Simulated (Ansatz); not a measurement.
One crystal and one scan (frozen-phonon scan) at two levels, PBE (plane waves to 420 eV, PAW, scalar-relativistic; Ansatz, an electronic-structure program) and r2SCAN (plane waves to 500 eV, PAW, scalar-relativistic; Ansatz), each from its own relaxed cell and on its own mesh. The cell shown is that of PBE.

Starting cell, Ca (fcc, Cu type):

```xyz
2
Lattice="0.0000 5.5264 5.5264 2.7632 2.7632 5.5264 2.7632 2.7632 0.0000" Properties=species:S:1:pos:R:3 pbc="T T T"
Ca     0.0000     0.0000     0.0000
Ca     2.7632     5.5264     8.2897
```

The atoms are displaced by Q × the pattern below (from a DFPT mode at X = (0.5, 0.5, 0.0), largest move 1; Q in Å), at fixed cell. It is one choice among 2 degenerate patterns. (q is in reciprocal vectors of the primitive cell; the cell shown is doubled to hold the pattern.)

```tsv
atom	x	y	z
Ca1	0.000	1.000	0.000
Ca2	0.000	-1.000	0.000
```

Ca was relaxed with its symmetry unable to fall. The PAW data are Ansatz's earlier set. With partly filled bands, energies and forces of such displacements shift with the k mesh and the smearing. Percentages come from the unrounded values. Both scans cover Q from -0.100 to 0.100 Å.

```
quantity                                                                                    PBE  r2SCAN     PBE − r2SCAN
----------------------------------------------------------------------------------------  -----  ------  ---------------
Lattice constant a (Å)                                                                    5.526   5.569  -0.043 (-0.8 %)
Energy at Q = 0.100 Å (meV/cell)                                                           24.1    25.4      -1.3 (-5 %)
Harmonic wavenumber from the curvature (finite differences) (cm⁻¹ (negative: imaginary))    128     131        -3 (-3 %)
```

PBE gives the lower value for: lattice constant a; energy at Q = 0.100 Å; harmonic wavenumber from the curvature. Both give the same space group of the distorted cell: Cmcm (No. 63), lowered from Fm-3m.

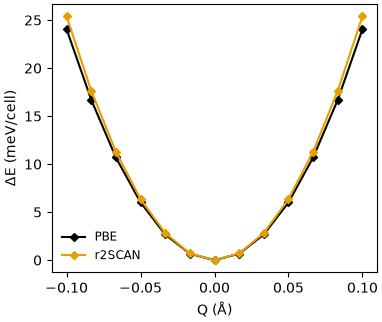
Figure. ΔE, each from the undisplaced structure of its own level.

(A displaced cell: forces are minus the slopes of the energy, force constants its curvatures, and phonons follow from these.)
